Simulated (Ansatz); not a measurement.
```xyz
6

Al   -0.0121    0.1207    0.0495
F    -1.4075    0.0383   -1.0009
S     0.7832   -1.9038   -0.3596
H    -0.3356   -1.8770   -1.1567
O     0.4410    1.3999    1.0014
H     0.5310    2.2218    1.4664
```

Not at a stationary point (largest force 1.0 eV/Å).

All numbers below come from Ansatz 0.2.0, RKS PBE0-D4/6-31G.

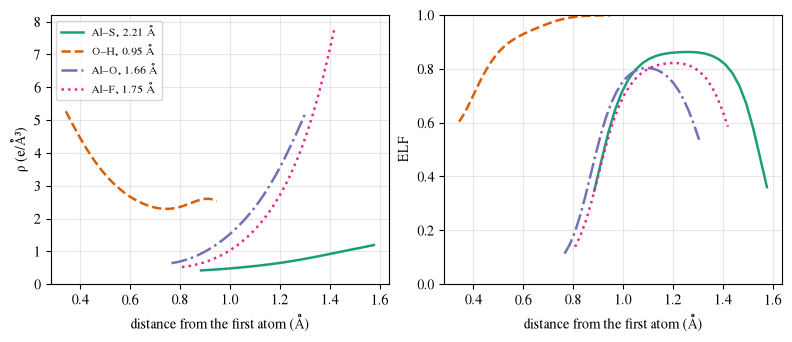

AlFH2OS. Electron density and ELF along straight lines between neighbouring atoms. The curves leave out the atomic cores.

### What can be read from the curves?

Al–S (2.21 Å): ρ is about 0.56 e/Å³ halfway; the ELF peaks at about 0.85 in the valence shell of S, 0.9 Å from its nucleus, and is about 0.85 at the midpoint.
O–H (0.95 Å): ρ at the midpoint is about 3.6 e/Å³; the ELF climbs to about 1 towards the hydrogen, as it does in any bond to H: a covalent bond by its length.
Al–O (1.66 Å): ρ is about 0.75 e/Å³ halfway; the ELF peaks at about 0.80 in the valence shell of O, 0.6 Å from its nucleus, and is about 0.25 at the midpoint.
Al–F (1.75 Å): ρ is about 0.61 e/Å³ halfway; the ELF peaks at about 0.80 in the valence shell of F, 0.5 Å from its nucleus, and is about 0.30 at the midpoint.
